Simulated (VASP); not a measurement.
## Driving VASP from ASE on Ni

Do ASE scripts that read Ni from different structure formats give one answer, and do several routes find one equilibrium volume? All runs use LDA. Left out of this account: 1 further run (fields: a reference on another mesh). This is not the structure that Ni takes at ambient conditions. The start is a computed cell from the Materials Project.

Main program and level: VASP 6.6.1; LDA, spin-polarised from a ferromagnetic start; plane waves and PAW (Ni).

### Step 1. Starting point

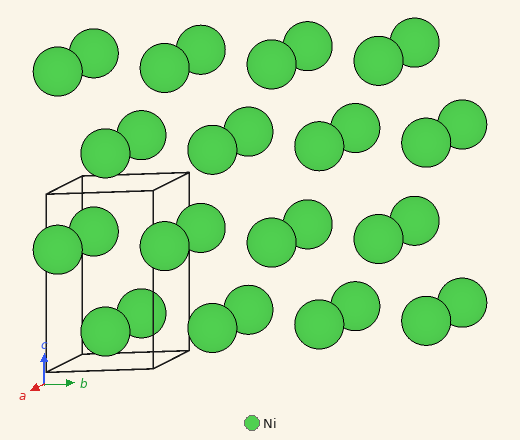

Start, viewed slightly off an axis; nickel green. 2×4×2 cells are drawn.

As a file:

```cif
data_structure
_symmetry_space_group_name_H-M 'P 1'
_symmetry_Int_Tables_number 1
_cell_length_a 2.4480
_cell_length_b 2.4480
_cell_length_c 4.0728
_cell_angle_alpha 90.000
_cell_angle_beta 90.000
_cell_angle_gamma 120.000
_cell_volume 21.14
loop_
_atom_site_label
_atom_site_type_symbol
_atom_site_fract_x
_atom_site_fract_y
_atom_site_fract_z
_atom_site_occupancy
Ni1 Ni 0.33333 0.66667 0.25000 1
Ni2 Ni 0.66667 0.33333 0.75000 1
```

### Step 2. Total energy, forces and stress (LDA, through ASE)

A single point through ASE, with the structure read from a POSCAR.

File run.py:

```python
import numpy as np
from ase.calculators.vasp import Vasp
from ase.io import read
from ase.dft.bandgap import bandgap

atoms = read('structure.vasp')

calc = Vasp(
    xc='lda',
    pp='LDA',
    prec='Accurate',
    encut=400,
    ediff=1e-06,
    nelm=100,
    ismear=-1,
    sigma=0.05,
    lreal=False,
    algo='Normal',
    nbands=19,
    ispin=2,
    lasph=True,
    lmaxmix=4,
    lorbit=11,
    lwave=False,
    lcharg=False,
    kpar=2,
    isif=2,
    pp_version='64',
    setups={'Ni': ''},
    kpts=(18, 18, 10),
    gamma=True,
    txt='vasp.out',
    magmom=[1.0, 1.0],
)
atoms.calc = calc

print("energy (eV):", round(atoms.get_potential_energy(), 6))
print("Fermi level (eV):", round(calc.get_fermi_level(), 4))
print("forces (eV/A):")
print(np.round(atoms.get_forces(), 4))
print("stress (GPa, Voigt, tension positive):", np.round(atoms.get_stress() * 160.21766, 3))
print("magnetic moment (muB):", round(atoms.get_magnetic_moment(), 3))
gap, p1, p2 = bandgap(calc, direct=False)
print("gap on the mesh (eV):", round(gap, 4))
```

File structure.vasp:

```
Ni
1.0
    2.4480228978      0.0000000000      0.0000000000
   -1.2240114489      2.1200500186      0.0000000000
    0.0000000000      0.0000000000      4.0728075700
Ni
2
Direct
    0.3333333300      0.6666666700      0.2500000000
    0.6666666700      0.3333333300      0.7500000000
```

PAW data sets: Ni (LDA family, release 64).

The run is started by

```console
export ASE_VASP_COMMAND="mpirun -np 2 vasp_std"
python run.py
```

What it wrote:

```text
energy (eV): -13.073445
Fermi level (eV): 9.4672
forces (eV/A):
[[-0.  0.  0.]
 [ 0. -0.  0.]]
stress (GPa, Voigt, tension positive): [10.692 10.692 13.479 -0.     0.    -0.   ]
magnetic moment (muB): 1.183
gap on the mesh (eV): 0.0
```

Wall time 49 s (2 MPI ranks of Intel Xeon Platinum 8259CL at 2.50GHz (Skylake/Cascade Lake), shared host); peak memory 0.35 GiB; 80 s of CPU time.

Lines that name or quote the potential files are left out of all logs, and their timing lines are given in words.

The INCAR that ASE wrote:

```
ENCUT = 400.000000
SIGMA = 0.050000
EDIFF = 1.00e-06
ALGO = Normal
PREC = Accurate
ISIF = 2
ISMEAR = -1
ISPIN = 2
KPAR = 2
LMAXMIX = 4
LORBIT = 11
NBANDS = 19
NELM = 100
MAGMOM = 2*1.0000
LASPH = .TRUE.
LCHARG = .FALSE.
LWAVE = .FALSE.
LREAL = .FALSE.
```

The KPOINTS that ASE wrote:

```
KPOINTS created by Atomic Simulation Environment
0
Gamma
18 18 10
0 0 0
```

VASP's own log, vasp.out:

```text
[banner, memory and clock lines left out]
running    2 mpi-ranks, on    1 nodes
 distrk:  each k-point on    1 cores,    2 groups
 distr:  one band on    1 cores,    1 groups

 POSCAR found type information on POSCAR Ni
 POSCAR found :  1 types and       2 ions
 LDA part: xc-table for (Slater(with rela. corr.)+CA(PZ))
 , standard interpolation
 POSCAR, INCAR and KPOINTS ok, starting setup
 FFT: planning ... GRIDC
 FFT: planning ... GRID_SOFT
 FFT: planning ... GRID
 WAVECAR not read
 entering main loop
       N       E                     dE             d eps       ncg     rms          rms(c)
DAV:   1     0.789043854435E+02    0.78904E+02   -0.79286E+03 18064   0.129E+03
DAV:   2    -0.116506850171E+02   -0.90555E+02   -0.84248E+02 17031   0.221E+02
DAV:   3    -0.152670201282E+02   -0.36163E+01   -0.35262E+01 18693   0.547E+01
DAV:   4    -0.153100643296E+02   -0.43044E-01   -0.43021E-01 19563   0.537E+00
DAV:   5    -0.153112687650E+02   -0.12044E-02   -0.12044E-02 18972   0.879E-01    0.148E+01
DAV:   6    -0.138140571043E+02    0.14972E+01   -0.91024E+00 18457   0.667E+01    0.879E+00
DAV:   7    -0.131322584031E+02    0.68180E+00   -0.19786E+00 18577   0.276E+01    0.269E+00
DAV:   8    -0.130976510179E+02    0.34607E-01   -0.13107E-02 25550   0.142E+00    0.130E+00
DAV:   9    -0.130921803765E+02    0.54706E-02   -0.65099E-04 24608   0.298E-01    0.418E-01
DAV:  10    -0.130904059677E+02    0.17744E-02   -0.15488E-04 29330   0.244E-01    0.518E-02
DAV:  11    -0.130904261151E+02   -0.20147E-04   -0.23013E-05 17901   0.466E-02    0.355E-02
DAV:  12    -0.130904006908E+02    0.25424E-04   -0.20284E-06 15430   0.258E-02    0.153E-02
DAV:  13    -0.130904002406E+02    0.45029E-06   -0.23359E-06 15713   0.161E-02
   1 F= -.13090400E+02 E0= -.13073445E+02  d E =-.339103E-01  mag=     1.1828
```

OUTCAR, selected parts (step 2):

```text
ion  position               nearest neighbor table
   1  0.333  0.667  0.250-   2 2.48   2 2.48   2 2.48   2 2.48   2 2.48   2 2.48
   2  0.667  0.333  0.750-   1 2.48   1 2.48   1 2.48   1 2.48   1 2.48   1 2.48

  LATTYP: Found a hexagonal cell.
 ALAT       =     2.4480228978
 C/A-ratio  =     1.6637130207

 Subroutine GETGRP returns: Found 24 space group operations
 (whereof 12 operations were pure point group operations)

The static configuration has the point symmetry D_3d.
 The point group associated with its full space group is D_6h.

 Found    222 irreducible k-points:

   k-points           NKPTS =    222   k-points in BZ     NKDIM =    222   number of bands    NBANDS=     19

   dimension x,y,z NGX =    16 NGY =   16 NGZ =   28
   dimension x,y,z NGXF=    32 NGYF=   32 NGZF=   56

   ENCUT  =  400.0 eV  29.40 Ry    5.42 a.u.   3.99  3.99  6.64*2*pi/ulx,y,z

   NELECT =      20.0000    total number of electrons

 k-points in reciprocal lattice and weights: KPOINTS created by Atomic Simulation Env
   0.00000000  0.00000000  0.00000000       0.000
   0.05555556  0.00000000  0.00000000       0.002
   0.11111111  0.00000000  0.00000000       0.002
   0.16666667 -0.00000000  0.00000000       0.002
   0.22222222  0.00000000  0.00000000       0.002
   0.27777778  0.00000000  0.00000000       0.002
   0.33333333  0.00000000  0.00000000       0.002
   0.38888889  0.00000000  0.00000000       0.002
   0.44444444  0.00000000  0.00000000       0.002
[...]
0.33333333  0.27777778  0.50000000       0.004
   0.33333333  0.33333333  0.50000000       0.001

 average (electrostatic) potential at core
       1 -81.6555       2 -81.6555

 E-fermi :   9.4672

 spin component 1
 k-point     1 :       0.0000    0.0000    0.0000
  band No.  band energies     occupation
    ...
      8       7.9015      1.00000
      9       7.9015      1.00000
     10       8.8467      1.00000
     11       8.8467      1.00000
     12       8.9493      0.99997
     13      15.1142      0.00000
     14      32.6179      0.00000
     15      34.6774      0.00000
     16      34.6774      0.00000
     17      34.7957      0.00000
    ...

 k-point     2 :       0.0556    0.0000    0.0000
  band No.  band energies     occupation
    ...
      7       7.4413      1.00000
      8       7.8355      1.00000
      9       7.8711      1.00000
     10       8.1704      1.00000
     11       8.8584      0.99999
     12       9.7656      0.00255
     13      15.1338      0.00000
     14      31.5590      0.00000
     15      33.2156      0.00000
     16      33.3853      0.00000
    ...

 k-point     3 :       0.1111    0.0000    0.0000
  band No.  band energies     occupation
    ...
      7       7.3862      1.00000
      8       7.5716      1.00000
      9       7.7881      1.00000
     10       7.8760      1.00000
     11       8.8875      0.99999
     12      10.7337      0.00000
     13      15.1976      0.00000
     14      28.9532      0.00000
     15      31.6769      0.00000
     16      32.4404      0.00000
    ...

 k-point     4 :       0.1667   -0.0000    0.0000
  band No.  band energies     occupation
    ...
      7       7.5539      1.00000
      8       7.6713      1.00000
      9       7.7477      1.00000
     10       7.7758      1.00000
     11       8.9227      0.99998
     12      11.7987      0.00000
     13      15.3202      0.00000
     14      26.1966      0.00000
     15      30.0698      0.00000
     16      31.7615      0.00000
    ...

 k-point     5 :       0.2222    0.0000    0.0000
  band No.  band energies     occupation
    ...
      7       7.6094      1.00000
      8       7.7385      1.00000
      9       7.8462      1.00000
     10       8.0340      1.00000
     11       8.9546      0.99996
     12      12.9557      0.00000
     13      15.5194      0.00000
     14      23.5391      0.00000
     15      28.6136      0.00000
     16      30.8833      0.00000
    ...

 k-point     6 :       0.2778    0.0000    0.0000
  band No.  band energies     occupation
    ...
      7       7.4669      1.00000
      8       8.0868      1.00000
      9       8.1723      1.00000
     10       8.3212      1.00000
     11       8.9792      0.99994
     12      14.1988      0.00000
     13      15.7902      0.00000
     14      21.0847      0.00000
     15      27.3394      0.00000
     16      28.6896      0.00000
    ...

  Total       -1.4106346     -1.4106346     -1.7783265      0.0000000      0.0000000     -0.0000000
  in kB     -106.9226347   -106.9226347   -134.7927740      0.0000000      0.0000000     -0.0000000
  external PRESSURE =    -116.2126812 kB  Pullay stress =       0.0000000 kB

  energy-cutoff  :      400.00
  volume of cell :       21.14
      direct lattice vectors                 reciprocal lattice vectors
     2.448022898  0.000000000  0.000000000     0.408492911  0.235843492  0.000000000
    -1.224011449  2.120050019  0.000000000     0.000000000  0.471686984  0.000000000
     0.000000000  0.000000000  4.072807570     0.000000000  0.000000000  0.245530873

 POSITION                                       TOTAL-FORCE (eV/Angst)
 -----------------------------------------------------------------------------------
     -0.00000      1.41337      1.01820        -0.000000      0.000000      0.000000
      1.22401      0.70668      3.05461         0.000000     -0.000000      0.000000
 -----------------------------------------------------------------------------------
    total drift:                               -0.000000      0.000000     -0.000000

  FREE ENERGIE OF THE ION-ELECTRON SYSTEM (eV)
  ---------------------------------------------------
  free  energy   TOTEN  =       -13.0904002406 eV

  energy  without entropy=      -13.0564899037  energy(sigma->0) =      -13.07344507

 total charge
# of ion       s       p       d       tot
------------------------------------------
    1        0.511   0.521   8.340   9.372
    2        0.511   0.521   8.340   9.372
--------------------------------------------------
tot          1.022   1.042  16.679  18.743

 magnetization (x)
# of ion       s       p       d       tot
------------------------------------------
    1       -0.004  -0.019   0.617   0.595
    2       -0.004  -0.019   0.617   0.595
--------------------------------------------------
tot         -0.008  -0.037   1.234   1.189

[... 6 further parts left out ...]
```

The magnetic state follows from one typed start and may not be the lowest. At this level the cell is under a tension of 11.6 GPa, so at these settings it is away from equilibrium.

This step gave:

| Quantity | Value |
| --- | --- |
| SCF cycles | 13 |
| electrons | 20 |
| bands | 19 |
| irreducible k-points | 222 |
| symmetry operations | 24 |
| free energy (TOTEN) | -13.09 eV |
| energy at zero smearing | -13.07 eV |
| Fermi energy | 9.467 eV |
| pressure | -11.62 GPa |
| moment of the cell, from the last line of the log | 1.183 μB |
| metallic | yes |

Spin moment in the PAW sphere by atom:

```
atom  spin moment in the PAW sphere (μB)
 Ni1                               0.595
 Ni2                               0.595
```

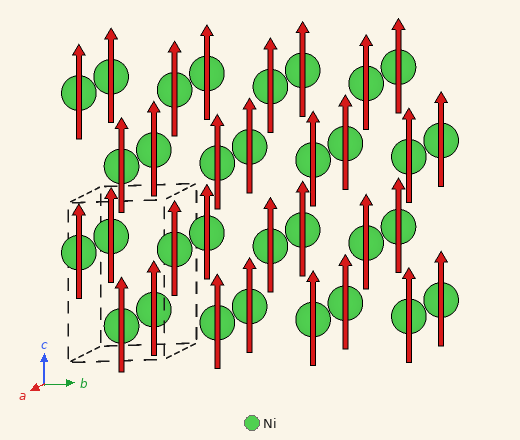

Spin moment in the PAW sphere as arrows, the longest 0.595 μB. Up and down stand for the sign. Arrows give size and sign along the axis of quantisation, drawn up and down the page. 2×4×2 cells are drawn.

The pressure is -11.62 GPa and the largest force 0.000 eV/Å, so the cell is not at a minimum at these settings.

### Step 3. Self-consistent run (LDA, through ASE)

The single point through ASE, with the structure read from a CIF with its space group. The mesh changes to 12×12×7, so this is no clean test of the format.

run.py, as its differences from that of step 2:

```diff
@@ -5,3 +5,3 @@
 
-atoms = read('structure.vasp')
+atoms = read('Ni.cif')
 
@@ -29,3 +29,3 @@
     setups={'Ni': ''},
-    kpts=(18, 18, 10),
+    kpts=(12, 12, 7),
     gamma=True,
```

File Ni.cif:

```cif
data_Ni
_cell_length_a 2.44802290
_cell_length_b 2.44802290
_cell_length_c 4.07280757
_cell_angle_alpha 90.00000000
_cell_angle_beta 90.00000000
_cell_angle_gamma 120.00000000
_space_group_name_H-M_alt 'P6_3/mmc'
_space_group_name_Hall '-P 6c 2c'
_space_group_IT_number 194
loop_
_space_group_symop_operation_xyz
'x,y,z'
'-x,-y,-z'
'x-y,x,z+1/2'
'-x+y,-x,-z+1/2'
'-y,x-y,z'
'y,-x+y,-z'
'-x,-y,z+1/2'
'x,y,-z+1/2'
'-x+y,-x,z'
'x-y,x,-z'
'y,-x+y,z+1/2'
'-y,x-y,-z+1/2'
'-y,-x,-z+1/2'
'y,x,z+1/2'
'-x,-x+y,-z'
'x,x-y,z'
'-x+y,y,-z+1/2'
'x-y,-y,z+1/2'
'y,x,-z'
'-y,-x,z'
'x,x-y,-z+1/2'
'-x,-x+y,z+1/2'
'x-y,-y,-z'
'-x+y,y,z'
loop_
_atom_site_label
_atom_site_type_symbol
_atom_site_symmetry_multiplicity
_atom_site_Wyckoff_symbol
_atom_site_fract_x
_atom_site_fract_y
_atom_site_fract_z
_atom_site_occupancy
Ni1 Ni 2 c 0.3333333333 0.6666666667 0.2500000000 1
```

What it wrote:

```text
energy (eV): -13.066326
Fermi level (eV): 9.4653
forces (eV/A):
[[-0. -0.  0.]
 [ 0.  0.  0.]]
stress (GPa, Voigt, tension positive): [10.469 10.469 13.687  0.    -0.     0.   ]
magnetic moment (muB): 1.166
gap on the mesh (eV): 0.0
```

Elapsed: 19 s, on 2 MPI ranks; peak memory 0.26 GiB; 30 s of CPU time.

ASE turned this into the INCAR:

```
ENCUT = 400.000000
SIGMA = 0.050000
EDIFF = 1.00e-06
ALGO = Normal
PREC = Accurate
ISIF = 2
ISMEAR = -1
ISPIN = 2
KPAR = 2
LMAXMIX = 4
LORBIT = 11
NBANDS = 19
NELM = 100
MAGMOM = 2*1.0000
LASPH = .TRUE.
LCHARG = .FALSE.
LWAVE = .FALSE.
LREAL = .FALSE.
```

The KPOINTS that ASE wrote:

```
KPOINTS created by Atomic Simulation Environment
0
Gamma
12 12 7
0 0 0
```

vasp.out:

```text
[... set-up lines as in an earlier step ...]
 entering main loop
       N       E                     dE             d eps       ncg     rms          rms(c)
DAV:   1     0.788278650589E+02    0.78828E+02   -0.79184E+03  6208   0.129E+03
DAV:   2    -0.115635576429E+02   -0.90391E+02   -0.84277E+02  5839   0.221E+02
DAV:   3    -0.152720578413E+02   -0.37085E+01   -0.36092E+01  6421   0.555E+01
DAV:   4    -0.153155586949E+02   -0.43501E-01   -0.43477E-01  6746   0.546E+00
DAV:   5    -0.153167727646E+02   -0.12141E-02   -0.12140E-02  6503   0.872E-01    0.148E+01
DAV:   6    -0.138028825330E+02    0.15139E+01   -0.91094E+00  6378   0.667E+01    0.888E+00
DAV:   7    -0.131266669088E+02    0.67622E+00   -0.19699E+00  6400   0.275E+01    0.270E+00
DAV:   8    -0.130921439074E+02    0.34523E-01   -0.13146E-02  8756   0.140E+00    0.129E+00
DAV:   9    -0.130865678484E+02    0.55761E-02   -0.65962E-04  8481   0.300E-01    0.408E-01
DAV:  10    -0.130848131510E+02    0.17547E-02   -0.15774E-04  9967   0.249E-01    0.723E-02
DAV:  11    -0.130848541252E+02   -0.40974E-04   -0.25695E-05  6393   0.534E-02    0.357E-02
DAV:  12    -0.130848305629E+02    0.23562E-04   -0.13686E-06  4706   0.236E-02    0.147E-02
DAV:  13    -0.130848285637E+02    0.19993E-05   -0.20275E-06  5313   0.160E-02    0.482E-03
DAV:  14    -0.130848286840E+02   -0.12034E-06   -0.26907E-07  3233   0.552E-03
   1 F= -.13084829E+02 E0= -.13066326E+02  d E =-.370063E-01  mag=     1.1664
```

Parts of OUTCAR (step 3):

```text
  LATTYP: Found a hexagonal cell.
 ALAT       =     2.4480229000
 C/A-ratio  =     1.6637130192

 Found     76 irreducible k-points:

   k-points           NKPTS =     76   k-points in BZ     NKDIM =     76   number of bands    NBANDS=     19

   NELECT =      20.0000    total number of electrons

 E-fermi :   9.4653

 spin component 1
 k-point     1 :       0.0000    0.0000    0.0000
  band No.  band energies     occupation
    ...
      8       7.9060      1.00000
      9       7.9060      1.00000
     10       8.8514      1.00000
     11       8.8514      1.00000
     12       8.9494      0.99997
     13      15.1153      0.00000
     14      32.6178      0.00000
     15      34.6778      0.00000
     16      34.6778      0.00000
     17      34.7959      0.00000
    ...

 k-point     2 :       0.0833    0.0000    0.0000
  band No.  band energies     occupation
    ...
      7       7.4979      1.00000
      8       7.6686      1.00000
      9       7.8396      1.00000
     10       7.9659      1.00000
     11       8.8763      0.99999
     12      10.2394      0.00000
     13      15.1606      0.00000
     14      30.3165      0.00000
     15      32.5249      0.00000
     16      32.7864      0.00000
    ...

 k-point     3 :       0.1667   -0.0000    0.0000
  band No.  band energies     occupation
    ...
      7       7.5554      1.00000
      8       7.6757      1.00000
      9       7.7518      1.00000
     10       7.7773      1.00000
     11       8.9275      0.99998
     12      11.8008      0.00000
     13      15.3212      0.00000
     14      26.1970      0.00000
     15      30.0702      0.00000
     16      31.7617      0.00000
    ...

 k-point     4 :       0.2500    0.0000    0.0000
  band No.  band energies     occupation
    ...
      7       7.5418      1.00000
      8       7.9014      1.00000
      9       8.0089      1.00000
     10       8.1774      1.00000
     11       8.9727      0.99995
     12      13.5689      0.00000
     13      15.6501      0.00000
     14      22.2785      0.00000
     15      27.9521      0.00000
     16      29.8263      0.00000
    ...

  Total       -1.3811709     -1.3811709     -1.8057055     -0.0000000     -0.0000000      0.0000000
  in kB     -104.6893563   -104.6893563   -136.8680330     -0.0000000     -0.0000000      0.0000000
  external PRESSURE =    -115.4155818 kB  Pullay stress =       0.0000000 kB

  energy-cutoff  :      400.00
  volume of cell :       21.14
      direct lattice vectors                 reciprocal lattice vectors
     2.448022900  0.000000000  0.000000000     0.408492911  0.235843492  0.000000000
    -1.224011450  2.120050020  0.000000000     0.000000000  0.471686984  0.000000000
     0.000000000  0.000000000  4.072807570     0.000000000  0.000000000  0.245530873

 POSITION                                       TOTAL-FORCE (eV/Angst)
 -----------------------------------------------------------------------------------
     -0.00000      1.41337      1.01820        -0.000000     -0.000000      0.000000
      1.22401      0.70668      3.05461         0.000000      0.000000      0.000000
 -----------------------------------------------------------------------------------
    total drift:                               -0.000000      0.000000     -0.000000

  FREE ENERGIE OF THE ION-ELECTRON SYSTEM (eV)
  ---------------------------------------------------
  free  energy   TOTEN  =       -13.0848286840 eV

  energy  without entropy=      -13.0478224053  energy(sigma->0) =      -13.06632554

 total charge
# of ion       s       p       d       tot
------------------------------------------
    1        0.511   0.521   8.339   9.372
    2        0.511   0.521   8.339   9.372
--------------------------------------------------
tot          1.022   1.043  16.679  18.743

 magnetization (x)
# of ion       s       p       d       tot
------------------------------------------
    1       -0.004  -0.018   0.608   0.586
    2       -0.004  -0.018   0.608   0.586
--------------------------------------------------
tot         -0.008  -0.036   1.217   1.172

[... 5 parts as in an earlier step ...]

[... 10 further parts left out ...]
```

At this level the cell is under a tension of 11.5 GPa, so at these settings it is away from equilibrium.

Numbers from this step:

```
SCF cycles                                        : 14
irreducible k-points                              : 76
free energy (TOTEN)                               : -13.08 eV
Fermi energy                                      : 9.465 eV
pressure                                          : -11.54 GPa
moment of the cell, from the last line of the log : 1.166 μB
```

The energy lies +3.56 meV an atom from the first script, on another mesh.

[end of part 1 of 3]

[Lines on the potential files, build, host, timing and source positions are cut from VASP's logs without a mark.]

[Logs are printed without paths, hosts, clocks, repeated set-up lines and the standing remarks that a program may print on its own settings, such as how far it seeks lower states.]

[Hosts, paths, dates, database ids (printed as entryN), source tags and the programs' standing remarks are cut or masked in the printed files.]

[A measured line is paired with the nearest computed mode of its activity, which favours agreement.]
